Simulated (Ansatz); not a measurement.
**Run report: CH7BFN, nudged elastic band**

System: CH7BFN.
Method: RKS B3LYP-D4/6-31G* (Ansatz 0.2.0).

One setting was made poor on purpose. It belongs to a series of runs on one base structure; here: an input spoilt on purpose.

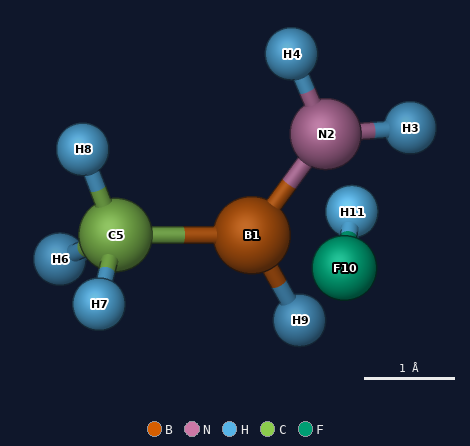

The starting structure (ball-and-stick view, seen at a tilt; atoms are numbered from 1 in the order of the input). Bond lengths as drawn: B–C 1.57 Å, B–H 1.20 Å, B–N 1.42 Å, C–H 1.10 Å, F–H 0.95 Å and H–N 1.01 Å.

Input
```yaml
crystal:
  periodic: [false, false, false]
  atoms:
    - { symbol: B, position_ang: [0.076355, -0.283659, 0.214674] }
    - { symbol: "N", position_ang: [0.075437, -0.108794, 1.621417] }
    - { symbol: H, position_ang: [-0.721664, -0.349302, 2.197594] }
    - { symbol: H, position_ang: [0.933817, -0.012804, 2.152698] }
    - { symbol: C, position_ang: [1.386331, -0.102779, -0.629134] }
    - { symbol: H, position_ang: [1.573487, -0.992747, -1.245254] }
    - { symbol: H, position_ang: [1.25876, 0.731311, -1.331982] }
    - { symbol: H, position_ang: [2.287552, 0.09505, -0.034892] }
    - { symbol: H, position_ang: [-0.976091, -0.556004, -0.285784] }
    - { symbol: F, position_ang: [-0.453055, 2.47632, 0.626894] }
    - { symbol: H, position_ang: [-0.311828, 1.701708, 1.156668] }
basis:
  gaussian: { orbitals: "6-31G*" }
hamiltonian:
  xc: b3lyp
  dispersion: d4
neb:
  order_check: false
  images: 7
  f_tol: 0.05
  max_iterations: 8
  final_atoms:
    - { symbol: B, position_ang: [-0.00556796, 0.61280746, 0.00987262] }
    - { symbol: "N", position_ang: [-0.02693677, 0.16726092, 1.65819078] }
    - { symbol: H, position_ang: [-0.14086423, -0.83821124, 1.78621625] }
    - { symbol: H, position_ang: [0.8382741, 0.45551337, 2.11937639] }
    - { symbol: C, position_ang: [1.32623935, -0.03348876, -0.60886764] }
    - { symbol: H, position_ang: [1.3441429, -1.13206433, -0.55294125] }
    - { symbol: H, position_ang: [1.40640721, 0.22184995, -1.67325052] }
    - { symbol: H, position_ang: [2.24651321, 0.33788658, -0.13045548] }
    - { symbol: H, position_ang: [-1.06219336, 0.15555426, -0.39019681] }
    - { symbol: F, position_ang: [0.00388299, 2.00951209, 0.10060693] }
    - { symbol: H, position_ang: [-0.80079642, 0.64167972, 2.12434773] }
  initial_path:
    images:
      - { positions_ang: [[0.076355, -0.283659, 0.214674], [0.075437, -0.108794, 1.621417], [-0.721664, -0.349302, 2.197594], [0.933817, -0.012804, 2.152698], [1.386331, -0.102779, -0.629134], [1.573487, -0.992747, -1.245254], [1.25876, 0.731311, -1.331982], [2.287552, 0.09505, -0.034892], [-0.976091, -0.556004, -0.285784], [-0.453055, 2.47632, 0.626894], [-0.311828, 1.701708, 1.156668]] }
      - { positions_ang: [[0.05658978, -0.21061773, 0.16056843], [0.05484852, -0.08094135, 1.69062223], [-0.76354449, -0.32615253, 2.25456613], [0.91861344, 0.05505989, 2.22226991], [1.38587265, -0.07970493, -0.6715351], [1.60467319, -1.00984309, -1.17681576], [1.25858202, 0.67413287, -1.44269534], [2.25592037, 0.19973536, -0.07706598], [-0.99000851, -0.41042374, -0.36408254], [-0.3854943, 2.24068289, 0.59851654], [-0.26695166, 1.54637236, 1.2485505]] }
      - { positions_ang: [[0.03682456, -0.13757647, 0.10646285], [0.03426003, -0.05308871, 1.75982746], [-0.80542497, -0.30300305, 2.31153825], [0.90340987, 0.12292379, 2.29184181], [1.38541431, -0.05663086, -0.71393621], [1.63585938, -1.02693919, -1.10837752], [1.25840404, 0.61695473, -1.55340867], [2.22428873, 0.30442073, -0.11923997], [-1.00392602, -0.26484349, -0.44238108], [-0.31793361, 2.00504579, 0.57013909], [-0.22207532, 1.39103672, 1.34043299]] }
      - { positions_ang: [[0.01705934, -0.0645352, 0.05235728], [0.01367155, -0.02523606, 1.82903269], [-0.84730546, -0.27985358, 2.36851038], [0.88820631, 0.19078768, 2.36141372], [1.38495596, -0.03355679, -0.75633731], [1.66704557, -1.04403528, -1.03993929], [1.25822606, 0.5597766, -1.66412201], [2.1926571, 0.40910609, -0.16141395], [-1.01784352, -0.11926323, -0.52067962], [-0.25037291, 1.76940868, 0.54176163], [-0.17719898, 1.23570109, 1.43231549]] }
      - { positions_ang: [[-0.00270588, 0.00850607, -0.00174829], [-0.00691694, 0.00261659, 1.89823791], [-0.88918595, -0.25670411, 2.42548251], [0.87300275, 0.25865157, 2.43098563], [1.38449761, -0.01048272, -0.79873842], [1.69823176, -1.06113138, -0.97150105], [1.25804808, 0.50259847, -1.77483535], [2.16102546, 0.51379146, -0.20358793], [-1.03176103, 0.02631703, -0.59897816], [-0.18281221, 1.53377157, 0.51338417], [-0.13232264, 1.08036545, 1.52419798]] }
      - { positions_ang: [[-0.0034214, 0.15958141, 0.00115694], [-0.0119219, 0.04377767, 1.83822613], [-0.70210552, -0.40208089, 2.26566594], [0.86432058, 0.30786702, 2.35308332], [1.36993305, -0.01623423, -0.75127072], [1.60970954, -1.07886461, -0.8668611], [1.29513786, 0.43241134, -1.74943914], [2.1823974, 0.46981524, -0.18530482], [-1.03936912, 0.05862634, -0.54678282], [-0.13613841, 1.6527067, 0.41018986], [-0.29944109, 0.97069402, 1.67423542]] }
      - { positions_ang: [[-0.00413692, 0.31065676, 0.00406217], [-0.01692686, 0.08493875, 1.77821435], [-0.51502509, -0.54745767, 2.10584938], [0.85563842, 0.35708247, 2.27518101], [1.35536848, -0.02198574, -0.70380303], [1.52118733, -1.09659785, -0.76222115], [1.33222764, 0.36222421, -1.72404293], [2.20376934, 0.42583902, -0.16702171], [-1.0469772, 0.09093564, -0.49458749], [-0.08946461, 1.77164183, 0.30699555], [-0.46655953, 0.86102258, 1.82427285]] }
      - { positions_ang: [[-0.00485244, 0.46173211, 0.00696739], [-0.02193181, 0.12609984, 1.71820256], [-0.32794466, -0.69283446, 1.94603281], [0.84695626, 0.40629792, 2.1972787], [1.34080392, -0.02773725, -0.65633533], [1.43266511, -1.11433109, -0.6575812], [1.36931743, 0.29203708, -1.69864672], [2.22514127, 0.3818628, -0.1487386], [-1.05458528, 0.12324495, -0.44239215], [-0.04279081, 1.89057696, 0.20380124], [-0.63367798, 0.75135115, 1.97431029]] }
      - { positions_ang: [[-0.00556796, 0.61280746, 0.00987262], [-0.02693677, 0.16726092, 1.65819078], [-0.14086423, -0.83821124, 1.78621625], [0.8382741, 0.45551337, 2.11937639], [1.32623935, -0.03348876, -0.60886764], [1.3441429, -1.13206433, -0.55294125], [1.40640721, 0.22184995, -1.67325052], [2.24651321, 0.33788658, -0.13045548], [-1.06219336, 0.15555426, -0.39019681], [0.00388299, 2.00951209, 0.10060693], [-0.80079642, 0.64167972, 2.12434773]] }
  spring: -5.0
```

Machine: 1 thread of Arm Neoverse V2, 24 GiB of memory available, shared host.

Run as:
```bash
ansatz run input.yaml --threads 1 --pin off --max-ram 2048MiB --backend cpu --events-out ev --progress --plain --runs-dir out
```

Log
```
Error: invalid value for `neb.spring`: must be finite and > 0; got -5 eV/Å²
```

What the run reported

```json
{"quantity": "outcome", "value": "refused by the program"}
```

What went wrong

The program refused the input: “invalid value for `neb.spring`: must be finite and > 0; got -5 eV/Å²” A deliberately poor setting: bad input.
